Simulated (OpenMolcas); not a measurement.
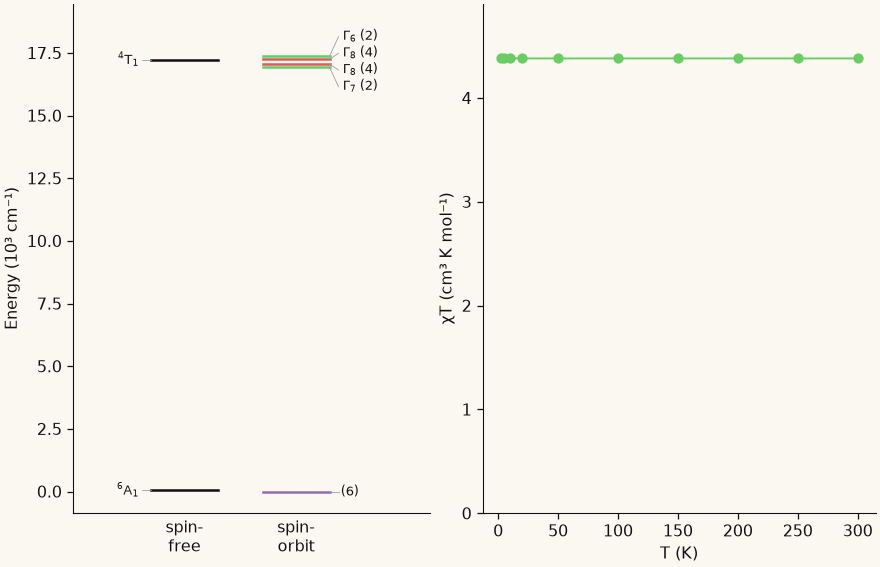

Levels of a 3d ion of charge +4 as a dopant in Cs₂GeF₆, a cluster with its 6 nearest F⁻ at 1.827 Å (octahedron) embedded in model potentials and point charges; the geometry was set, not optimised. Labels give the representation in O, Td, D4 or D3 as the site allows (double group for half-integer spin) where it could be assigned and, in brackets, the degeneracy; spin-free states, where drawn, share the zero of the spin-orbit levels. Computed with OpenMolcas: state-averaged CASSCF, the open shell active, basis ANO-RCC-VTZP on the metal and ANO-RCC-VDZP on the ligands, DKH2 scalar Hamiltonian, spin-orbit coupling by RASSI with atomic mean-field integrals. Powder susceptibility by Van Vleck's formula.

Which ion is the dopant?

Co⁴⁺ (3d⁵). The ground level is 6-fold degenerate, 100 % from states of spin multiplicity 6. The next level lies at 16,900 cm⁻¹ (Γ₇). The lowest spin-free state is ⁶A₁. χT is 4.38 cm³ K mol⁻¹ at 2 K and 4.38 at 300 K, an effective moment of 5.92 μB. The active orbitals hold 76 to 95 % metal character (Löwdin), and the Mulliken charge of the metal is +2.40.

Note: small active space favours high spin, ground spin may be wrong; covalent bonds, ligand orbitals missing from the active space; the geometry is set by hand, with no relaxation and no charge compensation.
